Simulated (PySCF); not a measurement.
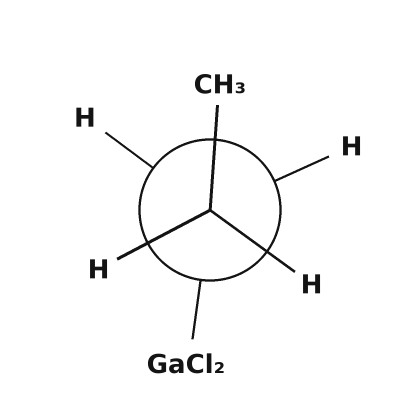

A Newman projection along the C–C bond, carbon in front; angles are drawn as computed, but eclipsed bonds slightly apart. The geometry was computed by an optimisation with PBE0-D3(BJ)/def2-SVP. No frequency run is at hand to confirm it as a minimum.

**Which molecule is it?**

C3H7Cl2Ga, CC[CH2][Ga]([Cl])[Cl]

**What is the torsion angle from the front CH3 to the back GaCl2? The sign is positive where the front bond must turn clockwise to cover the back bond.**

−176°, antiperiplanar (anti). The conformation about this bond is staggered.
